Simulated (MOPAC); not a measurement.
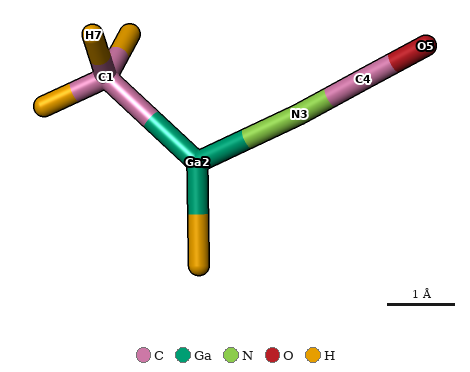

**Figure 1.** The input geometry (stick view, seen at a tilt; atoms are numbered from 1 in the order of the input). Sticks mark near contacts.

Geometry relaxation, with input and output: C2H4GaNO (part 1 of 2)

System: C2H4GaNO.
Method: PM6-D3H4, closed shell, dispersion D3H4 (MOPAC 23.2.5).

The atoms were displaced at random from an optimised geometry.

**Input file (mol.mop)**
```
PM6-D3H4 GRADIENTS DISP PRECISE SINGLET CYCLES=300 GNORM=0.02 AUX(PRECISION=6) T=10M THREADS=1
C2H4GaNO charge 0

C     -1.448155    -0.846445     0.102094
Ga     0.424829    -0.705209    -0.419839
N      1.229886     0.893722    -0.033875
C      1.702747     1.960746     0.250416
O      2.163280     2.989810     0.520378
H     -2.054066    -0.115990    -0.436606
H     -1.533800    -0.596069     1.175906
H     -1.894297    -1.825645    -0.042837
H      1.360856    -1.731853    -1.138306
```

Launched with:
```bash
mopac mol.mop
```

**The program's output**
```
MOPAC v23.2.5
PM6-D3H4 CALCULATION RESULTS

 *  PM6-D3H4   - CORRECT DISPERSION AND HYDROGEN BOND TERMS USING THE D3H4 METHOD
 *  SINGLET    - SPIN STATE DEFINED AS A SINGLET
 *  PRECISE    - TIGHTER CRITERIA TO BE USED
 *  THREADS=1  - MULTI-THREADING NOT USED
 *  CYCLES=    - DO A MAXIMUM OF 300 STEPS
 *  GNORM      - EXIT WHEN GRADIENT NORM DROPS BELOW 0.020
 *  AUX        - OUTPUT AUXILIARY INFORMATION
 *  GRADIENTS  - ALL GRADIENTS TO BE PRINTED
 *  DISP       - PRINT DISPERSION AND HYDROGEN BOND ENERGIES
PM6-D3H4 GRADIENTS DISP PRECISE SINGLET CYCLES=300 GNORM=0.02 AUX(PRECISION=6) T=10M THREADS=1
 C2H4GaNO charge 0

   ATOM   CHEMICAL          X               Y               Z
  NUMBER   SYMBOL      (ANGSTROMS)     (ANGSTROMS)     (ANGSTROMS)

     1       C         -1.44815500  *  -0.84644500  *   0.10209400  *
     2      Ga          0.42482900  *  -0.70520900  *  -0.41983900  *
     3       N          1.22988600  *   0.89372200  *  -0.03387500  *
     4       C          1.70274700  *   1.96074600  *   0.25041600  *
     5       O          2.16328000  *   2.98981000  *   0.52037800  *
     6       H         -2.05406600  *  -0.11599000  *  -0.43660600  *
     7       H         -1.53380000  *  -0.59606900  *   1.17590600  *
     8       H         -1.89429700  *  -1.82564500  *  -0.04283700  *
     9       H          1.36085600  *  -1.73185300  *  -1.13830600  *

          CARTESIAN COORDINATES

    NO.       ATOM           X           Y           Z

     1         C         -1.4482     -0.8464      0.1021
     2        Ga          0.4248     -0.7052     -0.4198
     3         N          1.2299      0.8937     -0.0339
     4         C          1.7027      1.9607      0.2504
     5         O          2.1633      2.9898      0.5204
     6         H         -2.0541     -0.1160     -0.4366
     7         H         -1.5338     -0.5961      1.1759
     8         H         -1.8943     -1.8256     -0.0428
     9         H          1.3609     -1.7319     -1.1383

           Empirical Formula: C2 H4 N O Ga  =     9 atoms

      MOLECULAR POINT GROUP   :   Cs

 SINGLET STATE CALCULATION

      RHF CALCULATION, NO. OF DOUBLY OCCUPIED LEVELS = 13

          Geometry optimization using EF

          DIAGONAL MATRIX USED AS START HESSIAN
```

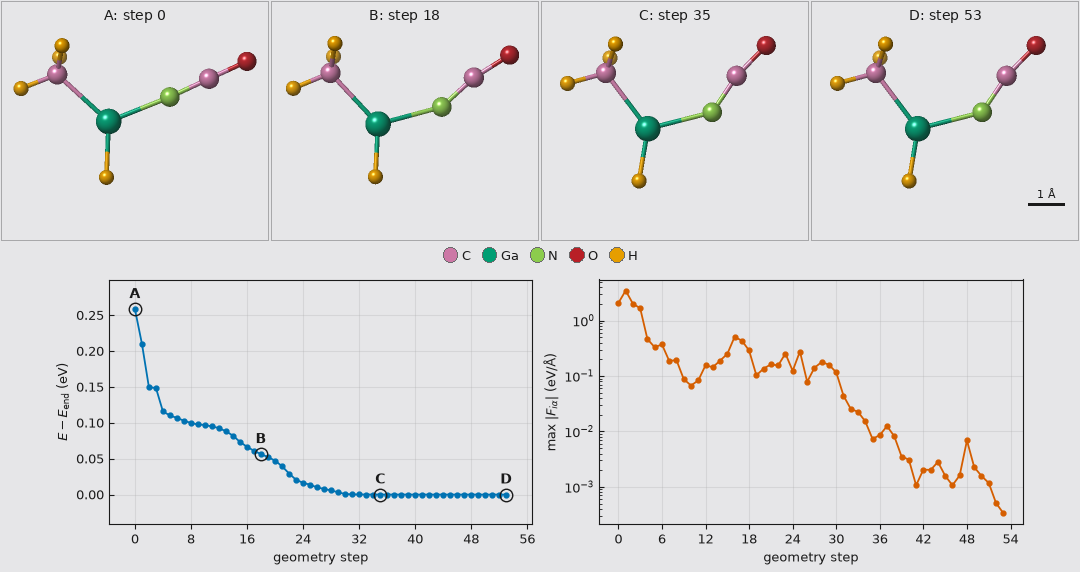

**Figure 2.** Frames of the relaxation (ball-and-stick view, seen on its broad side) above the curves, on which the letters mark them (steps are counted from 0).

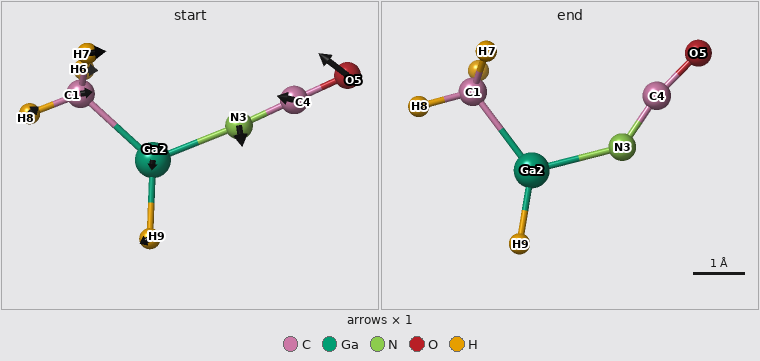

**Figure 3.** Before (left) and after (right) the relaxation, at one scale (ball-and-stick view, seen on its broad side). The black arrows give the displacements, at true length. Over 53 geometry steps the energy falls by 0.258 eV. The largest force component goes from 2.1 to 0.00034 eV/Å. O5 moves most after the best rigid fit: 0.73 Å. By element the largest moves are O 0.73 Å, N 0.43 Å, H 0.38 Å, C 0.35 Å, Ga 0.20 Å. Distances before and after: Ga2–H9 1.564 → 1.478 Å, C1–H6 1.091 → 1.120 Å, N3–C4 1.201 → 1.224 Å, C4–O5 1.159 → 1.178 Å. Among the angles that change: Ga2–N3–C4 176.9° → 138.1°, N3–C4–O5 179.7° → 169.6°, Ga2–C1–H8 115.1° → 110.4°. (Atoms are counted from 1 in the order of the input.)

```
 CYCLE:     1 TIME:   0.000 TIME LEFT: 10.00M  GRAD.:    98.726 HEAT: -16.79714
 CYCLE:     2 TIME:   0.008 TIME LEFT: 10.00M  GRAD.:   118.497 HEAT: -17.90851
 CYCLE:     3 TIME:   0.000 TIME LEFT: 10.00M  GRAD.:    69.455 HEAT: -19.30930
 CYCLE:     4 TIME:   0.008 TIME LEFT: 10.00M  GRAD.:    67.306 HEAT: -19.32832
 CYCLE:     5 TIME:   0.000 TIME LEFT: 10.00M  GRAD.:    24.247 HEAT: -20.08488
 CYCLE:     6 TIME:   0.008 TIME LEFT: 10.00M  GRAD.:    15.384 HEAT: -20.21423
 CYCLE:     7 TIME:   0.000 TIME LEFT: 10.00M  GRAD.:    15.022 HEAT: -20.29304
 CYCLE:     8 TIME:   0.008 TIME LEFT: 10.00M  GRAD.:     9.965 HEAT: -20.38152
 CYCLE:     9 TIME:   0.000 TIME LEFT: 10.00M  GRAD.:     8.279 HEAT: -20.45536
 CYCLE:    10 TIME:   0.000 TIME LEFT: 10.00M  GRAD.:     4.297 HEAT: -20.50312
 CYCLE:    11 TIME:   0.008 TIME LEFT: 10.00M  GRAD.:     3.552 HEAT: -20.51927
 CYCLE:    12 TIME:   0.000 TIME LEFT: 10.00M  GRAD.:     5.432 HEAT: -20.56655
 CYCLE:    13 TIME:   0.000 TIME LEFT: 10.00M  GRAD.:     7.723 HEAT: -20.61921
 CYCLE:    14 TIME:   0.000 TIME LEFT: 10.00M  GRAD.:     7.713 HEAT: -20.72401
 CYCLE:    15 TIME:   0.008 TIME LEFT: 10.00M  GRAD.:     8.458 HEAT: -20.86100
 CYCLE:    16 TIME:   0.000 TIME LEFT: 10.00M  GRAD.:    13.167 HEAT: -21.06501
 CYCLE:    17 TIME:   0.000 TIME LEFT: 10.00M  GRAD.:    21.513 HEAT: -21.21980
 CYCLE:    18 TIME:   0.008 TIME LEFT: 10.00M  GRAD.:    17.732 HEAT: -21.34858
 CYCLE:    19 TIME:   0.000 TIME LEFT: 10.00M  GRAD.:    10.466 HEAT: -21.45683
 CYCLE:    20 TIME:   0.008 TIME LEFT: 10.00M  GRAD.:     5.118 HEAT: -21.55112
 CYCLE:    21 TIME:   0.000 TIME LEFT: 10.00M  GRAD.:     7.030 HEAT: -21.66449
 CYCLE:    22 TIME:   0.000 TIME LEFT: 10.00M  GRAD.:     9.219 HEAT: -21.84497
 CYCLE:    23 TIME:   0.008 TIME LEFT: 10.00M  GRAD.:     9.019 HEAT: -22.07857
 CYCLE:    24 TIME:   0.000 TIME LEFT: 10.00M  GRAD.:    10.480 HEAT: -22.28126
 CYCLE:    25 TIME:   0.000 TIME LEFT: 10.00M  GRAD.:     6.320 HEAT: -22.37644
 CYCLE:    26 TIME:   0.008 TIME LEFT: 10.00M  GRAD.:    11.603 HEAT: -22.44124
 CYCLE:    27 TIME:   0.000 TIME LEFT: 10.00M  GRAD.:     4.782 HEAT: -22.52445
 CYCLE:    28 TIME:   0.000 TIME LEFT: 10.00M  GRAD.:     5.950 HEAT: -22.57489
 CYCLE:    29 TIME:   0.008 TIME LEFT: 10.00M  GRAD.:     7.621 HEAT: -22.62206
 CYCLE:    30 TIME:   0.000 TIME LEFT: 10.00M  GRAD.:     6.693 HEAT: -22.68192
 CYCLE:    31 TIME:   0.000 TIME LEFT: 10.00M  GRAD.:     4.643 HEAT: -22.73762
 CYCLE:    32 TIME:   0.008 TIME LEFT: 10.00M  GRAD.:     1.953 HEAT: -22.74947
 CYCLE:    33 TIME:   0.000 TIME LEFT: 10.00M  GRAD.:     1.373 HEAT: -22.75277
 CYCLE:    34 TIME:   0.000 TIME LEFT: 10.00M  GRAD.:     0.873 HEAT: -22.75345
 CYCLE:    35 TIME:   0.008 TIME LEFT: 10.00M  GRAD.:     0.558 HEAT: -22.75393
 CYCLE:    36 TIME:   0.000 TIME LEFT: 10.00M  GRAD.:     0.372 HEAT: -22.75418
 CYCLE:    37 TIME:   0.000 TIME LEFT: 10.00M  GRAD.:     0.400 HEAT: -22.75433
 CYCLE:    38 TIME:   0.008 TIME LEFT: 10.00M  GRAD.:     0.484 HEAT: -22.75450
 CYCLE:    39 TIME:   0.008 TIME LEFT: 10.00M  GRAD.:     0.383 HEAT: -22.75471
 CYCLE:    40 TIME:   0.008 TIME LEFT: 10.00M  GRAD.:     0.213 HEAT: -22.75480
 CYCLE:    41 TIME:   0.000 TIME LEFT: 10.00M  GRAD.:     0.130 HEAT: -22.75487
 CYCLE:    42 TIME:   0.000 TIME LEFT: 10.00M  GRAD.:     0.057 HEAT: -22.75487
 CYCLE:    43 TIME:   0.008 TIME LEFT: 10.00M  GRAD.:     0.088 HEAT: -22.75487
 CYCLE:    44 TIME:   0.000 TIME LEFT: 10.00M  GRAD.:     0.087 HEAT: -22.75488
 CYCLE:    45 TIME:   0.000 TIME LEFT: 10.00M  GRAD.:     0.109 HEAT: -22.75488
 CYCLE:    46 TIME:   0.008 TIME LEFT: 10.00M  GRAD.:     0.063 HEAT: -22.75490
 CYCLE:    47 TIME:   0.008 TIME LEFT: 10.00M  GRAD.:     0.051 HEAT: -22.75490
 CYCLE:    48 TIME:   0.000 TIME LEFT: 10.00M  GRAD.:     0.066 HEAT: -22.75490
 CYCLE:    49 TIME:   0.008 TIME LEFT: 10.00M  GRAD.:     0.262 HEAT: -22.75447
 CYCLE:    50 TIME:   0.008 TIME LEFT: 10.00M  GRAD.:     0.077 HEAT: -22.75491
 CYCLE:    51 TIME:   0.000 TIME LEFT: 10.00M  GRAD.:     0.054 HEAT: -22.75492
 CYCLE:    52 TIME:   0.008 TIME LEFT: 10.00M  GRAD.:     0.046 HEAT: -22.75492
 CYCLE:    53 TIME:   0.008 TIME LEFT: 10.00M  GRAD.:     0.024 HEAT: -22.75492
 CYCLE:    54 TIME:   0.008 TIME LEFT: 10.00M  GRAD.:     0.015 HEAT: -22.75492

     GRADIENT =  0.01523 IS LESS THAN CUTOFF =  0.02000

 -------------------------------------------------------------------------------
 PM6-D3H4 GRADIENTS DISP PRECISE SINGLET CYCLES=300 GNORM=0.02 AUX(PRECISION=6) T=10M THREADS=1
 C2H4GaNO charge 0

     GEOMETRY OPTIMISED USING EIGENVECTOR FOLLOWING (EF).
     SCF FIELD WAS ACHIEVED

                              PM6-D3H4 CALCULATION

          FINAL HEAT OF FORMATION =        -22.75492 KCAL/MOL =     -95.20659 KJ/MOL

          TOTAL ENERGY            =     -19140.23116 KCAL/MOL = ELECTRONIC ENERGY + CORE-CORE REPULSION
          ENERGY OF ATOMS         =      19113.35598 KCAL/MOL
                              SUM =        -26.87518 KCAL/MOL
          DISPERSION ENERGY       =         -0.62614 KCAL/MOL
          H - H CORRECTION ENERGY =          4.74639 KCAL/MOL
                              SUM =        -22.75492 KCAL/MOL = FINAL HEAT OF FORMATION

          TOTAL ENERGY            =       -829.99898 EV
          ELECTRONIC ENERGY       =      -2372.72384 EV
          CORE-CORE REPULSION     =       1542.72486 EV
          COSMO AREA              =        124.21 SQUARE ANGSTROMS
          COSMO VOLUME            =        109.21 CUBIC ANGSTROMS

          GRADIENT NORM           =          0.01523          =       0.00508 PER ATOM
          IONIZATION POTENTIAL    =         10.680397 EV
          HOMO LUMO ENERGIES (EV) =        -10.680 -0.650
          NO. OF FILLED LEVELS    =         13
          MOLECULAR WEIGHT        =        127.7947         POINT GROUP:  C1

          MOLECULAR DIMENSIONS (Angstroms)

            Atom       Atom       Distance
            H     8    O     5     5.62135
            H     9    H     7     3.87539
            H     6    H     7     1.72610

          SCF CALCULATIONS        =         60

          WALL-CLOCK TIME         =      0.203 SECONDS
          COMPUTATION TIME        =      0.102 SECONDS

       FINAL  POINT  AND  DERIVATIVES

   PARAMETER     ATOM    TYPE            VALUE        GRADIENT
      1          1  C    CARTESIAN X    -1.293912      0.001060  KCAL/ANGSTROM
      2          1  C    CARTESIAN Y    -0.505743     -0.000407  KCAL/ANGSTROM
      3          1  C    CARTESIAN Z     0.236161      0.001224  KCAL/ANGSTROM
      4          2 Ga    CARTESIAN X     0.492802     -0.001488  KCAL/ANGSTROM
      5          2 Ga    CARTESIAN Y    -0.775648      0.000152  KCAL/ANGSTROM
      6          2 Ga    CARTESIAN Z    -0.495910     -0.003728  KCAL/ANGSTROM
      7          3  N    CARTESIAN X     1.582556     -0.000050  KCAL/ANGSTROM
      8          3  N    CARTESIAN Y     0.694116     -0.003055  KCAL/ANGSTROM
      9          3  N    CARTESIAN Z    -0.250601     -0.000161  KCAL/ANGSTROM
     10          4  C    CARTESIAN X     1.510157     -0.005945  KCAL/ANGSTROM
     11          4  C    CARTESIAN Y     1.808158     -0.002590  KCAL/ANGSTROM
     12          4  C    CARTESIAN Z     0.250974      0.000596  KCAL/ANGSTROM
     13          5  O    CARTESIAN X     1.643943      0.004164  KCAL/ANGSTROM
     14          5  O    CARTESIAN Y     2.900565      0.003407  KCAL/ANGSTROM
     15          5  O    CARTESIAN Z     0.671219      0.004290  KCAL/ANGSTROM
     16          6  H    CARTESIAN X    -1.841171     -0.002325  KCAL/ANGSTROM
     17          6  H    CARTESIAN Y     0.261386     -0.004438  KCAL/ANGSTROM
     18          6  H    CARTESIAN Z    -0.368295     -0.002719  KCAL/ANGSTROM
     19          7  H    CARTESIAN X    -1.239993      0.001818  KCAL/ANGSTROM
     20          7  H    CARTESIAN Y    -0.142232      0.007767  KCAL/ANGSTROM
     21          7  H    CARTESIAN Z     1.292172     -0.001870  KCAL/ANGSTROM
     22          8  H    CARTESIAN X    -1.872927      0.002303  KCAL/ANGSTROM
     23          8  H    CARTESIAN Y    -1.460769     -0.000501  KCAL/ANGSTROM
     24          8  H    CARTESIAN Z     0.212979      0.002873  KCAL/ANGSTROM
     25          9  H    CARTESIAN X     1.154213      0.000463  KCAL/ANGSTROM
     26          9  H    CARTESIAN Y    -1.891746     -0.000336  KCAL/ANGSTROM
     27          9  H    CARTESIAN Z    -1.203740     -0.000504  KCAL/ANGSTROM

   ATOM   CHEMICAL          X               Y               Z
  NUMBER   SYMBOL      (ANGSTROMS)     (ANGSTROMS)     (ANGSTROMS)
```
